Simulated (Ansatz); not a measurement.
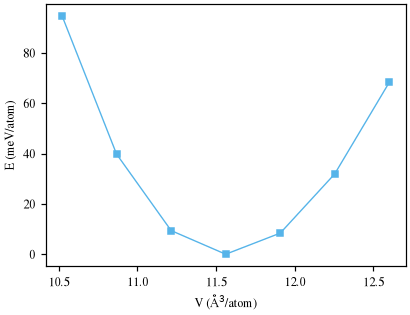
*TaCo₃ (Cu3Au type, Pm-3m) under volume change, PBEsol in the plane-wave PAW code Ansatz, scaled uniformly.*

### Question
What does a third-order Birch–Murnaghan fit give for V₀, B₀ and B′?

### Answer
V₀ = 11.56 Å³/atom, B₀ = 273 GPa, B′ = 4.4.

The workflow started from an entry of the Crystallography Open Database (COD), which files this formula under 2 space groups. Its standing as an ambient phase is unchecked. The PBEsol relaxation kept the symmetry of its start; of distortions, only those at the zone centre were tested. The workflow began spin-polarised and lost its moments. Spin–orbit coupling is left out wherever it is not named.

Potentials: the later of the program's two PAW sets.
